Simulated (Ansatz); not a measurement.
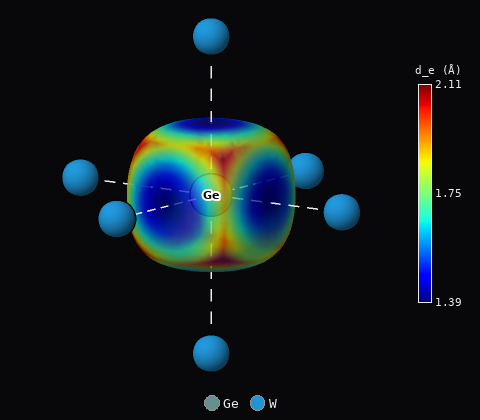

Hirshfeld surface computed for one Ge atom in GeW in space group Fm-3m, coloured by d_e. Dashed lines lead to the closest neighbours outside.

The surface is where the fragment's share of the procrystal density (the sum of the densities of spherically averaged neutral Hartree-Fock atoms) equals one half. d_i and d_e are the distances from the surface to the nearest nucleus inside and outside. From Rb on the atoms have core potentials, so only their outer electrons count.

Source of the atomic positions: the input geometry of an electronic-structure calculation (not necessarily at equilibrium); the starting structure was generated, so it need not be a known form of this composition.

```
Ge W
1.0
     5.15522    0.00000    0.00000
     0.00000    5.15522    0.00000
     0.00000    0.00000    5.15522
Ge W
4 4
Direct
  0.50000 0.00000 0.00000
  0.50000 0.50000 0.50000
  0.00000 0.00000 0.50000
  0.00000 0.50000 0.00000
  0.00000 0.00000 0.00000
  0.00000 0.50000 0.50000
  0.50000 0.00000 0.50000
  0.50000 0.50000 0.00000
```

**What is the shortest distance from the fragment to an atom outside it?**

Ge–W, 2.58 Å.

**How is the surface shared among contacts (nearest atom inside ··· nearest atom outside)?**

Ge···W 100 %. The surface faces 6 neighbours with more than 2 % of its area each: 6 W.

**Give the size and shape of the surface.**

It encloses about 9.7 Å³, has an area of about 22 Å² and a globularity of 0.98 (1 for a sphere).
